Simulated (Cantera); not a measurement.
Input: 1 mol C3H8, 0.36 mol NH3, 4.7 mol H2, 2.8 mol H2O, equilibrated at 12.0 bar.

Cantera equilibrium calculation (NASA polynomials, part measured and part estimated; ideal gas, pure solids and liquids). Candidate condensed phases: C, C6H6, C7H8, C8H18, H2O; 136 gas species. Kinetics and transport are ignored.

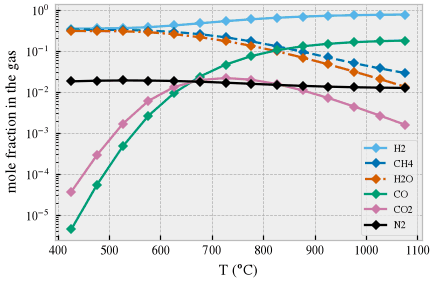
Figure. Equilibrium gas composition (values under 1e-9 drawn at 1e-9)

From 427 °C to 1077 °C nothing is condensed. The main C-bearing gas is CH4 at 427 °C and CO at 1077 °C.
